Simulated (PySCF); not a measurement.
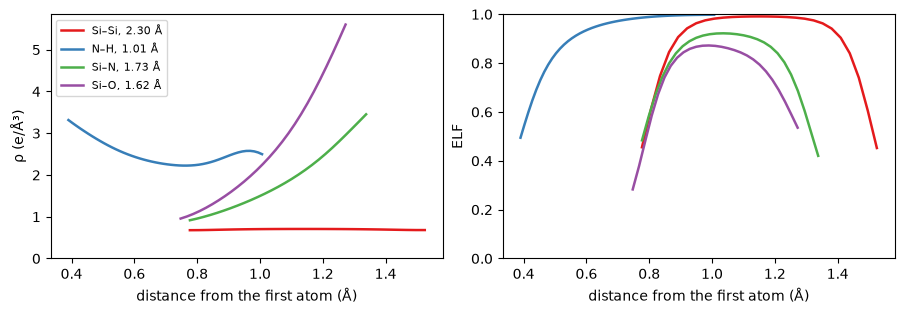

The picture shows: H₁₁NOSi₄ (SMILES [SiH3]N[SiH2]O[SiH2][SiH3]). Total electron density and ELF along straight lines between neighbouring atoms. The curves leave out the atomic cores.

Geometry: GFN2-xTB.

Theory: CAM-B3LYP/def2-SVPD, SCF density, gas phase (PySCF).

```yaml
atoms:
  - { symbol: Si, position_ang: [-2.9036, -0.7000, -0.4251] }
  - { symbol: N, position_ang: [-1.3718, -0.2149, 0.2133] }
  - { symbol: Si, position_ang: [-0.8095, 1.3985, 0.4611] }
  - { symbol: O, position_ang: [0.7103, 1.3000, 1.0016] }
  - { symbol: Si, position_ang: [2.2607, 0.8275, 0.8611] }
  - { symbol: Si, position_ang: [2.3613, -1.1472, -0.3169] }
  - { symbol: H, position_ang: [-2.8966, -2.1626, -0.3976] }
  - { symbol: H, position_ang: [-4.0063, -0.1714, 0.3864] }
  - { symbol: H, position_ang: [-3.0151, -0.1717, -1.7848] }
  - { symbol: H, position_ang: [-0.8533, -0.9281, 0.6987] }
  - { symbol: H, position_ang: [-1.5122, 2.1078, 1.5268] }
  - { symbol: H, position_ang: [-0.8288, 2.0905, -0.8238] }
  - { symbol: H, position_ang: [2.9503, 1.9629, 0.2327] }
  - { symbol: H, position_ang: [2.6896, 0.7583, 2.2639] }
  - { symbol: H, position_ang: [1.8798, -2.3157, 0.4386] }
  - { symbol: H, position_ang: [3.7456, -1.4720, -0.6847] }
  - { symbol: H, position_ang: [1.5927, -1.1499, -1.5684] }
```

What kind of bonding do the profiles show?

Answer. Si–Si (2.30 Å): ρ is about 0.71 e/Å³ halfway; the ELF peaks at about 1 between the atoms; localised, covalent bonding.
N–H (1.01 Å): ρ is about 2.8 e/Å³ halfway; the ELF climbs to about 1 towards the hydrogen, as it does in any bond to H (a covalent bond by its length).
Si–N (1.73 Å): ρ is about 1.1 e/Å³ halfway; the ELF peaks at about 0.90 between the atoms, as expected for a polar covalent bond.
Si–O (1.62 Å): the density is about 1.1 e/Å³ at the midpoint; the ELF peaks at about 0.85 between the atoms; a polar covalent bond.
